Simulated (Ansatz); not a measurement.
## How methods differ on CH4FSi (SMILES [CH2][SiH2]F)

CH4FSi: 7 atoms, total charge 0, spin state doublet. As SMILES, `[CH2][SiH2]F`. Geometry: optimised at B3LYP/def2-SVP. This is one conformer, not always the lowest.

```xyz
7

C    -0.8777    0.2853   -0.6195
Si    0.5946   -0.1558    0.3964
F     0.6590   -1.7773    0.5579
H    -1.5466   -0.4694   -1.0488
H    -1.1475    1.3243   -0.8435
H     0.5159    0.4377    1.7626
H     1.8637    0.2873   -0.2507
```

Each level gives the dissociation energy of the F3–Si2 bond into doublet F and singlet CH4Si (shapes relaxed at B3LYP/def2-SVP, no zero-point term) (eV). The values are calculated.

```
              level                    kind  program  value (eV)  CPU time (all runs)
      UHF/def2-TZVP            Hartree–Fock   Ansatz        4.62                  2 s
 U-r2SCAN/def2-TZVP                meta-GGA   Ansatz        5.25                 10 s
   UB3LYP/def2-TZVP           global hybrid   Ansatz        5.04                5.4 s
 UPBE0-D4/def2-TZVP           global hybrid   Ansatz        5.08                5.5 s
U-wB97M-V/def2-TZVP  range-separated hybrid   Ansatz        5.11                 21 s
  UB2PLYP/def2-TZVP           double hybrid   Ansatz        5.07                8.3 s
  RPA@PBE/def2-TZVP                     RPA   Ansatz        4.52                8.5 s
     UMP2/def2-TZVP     perturbation theory   Ansatz        5.24                2.9 s
```

The values span 4.52 to 5.25 eV. Hartree–Fock misses the correlation of the electron pair that is broken and comes out low. A fragment with an even electron count was run as a singlet and may have a lower triplet. Measured bond enthalpies also hold zero-point and thermal terms, a few tenths of an eV less. In so small a basis fixed costs decide the times, and correlated methods can beat functionals. CPU times are rough (shared hosts, several kinds of processor and program).

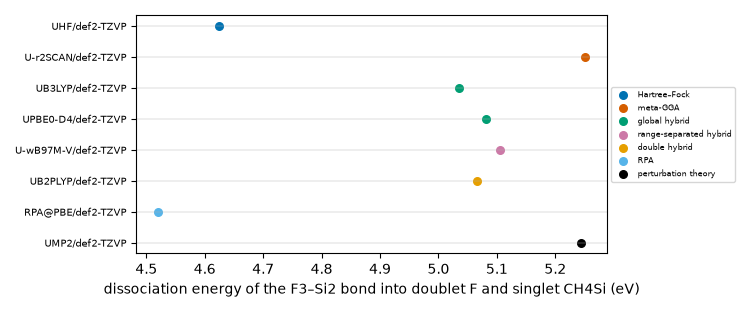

The values of the table, level by level.
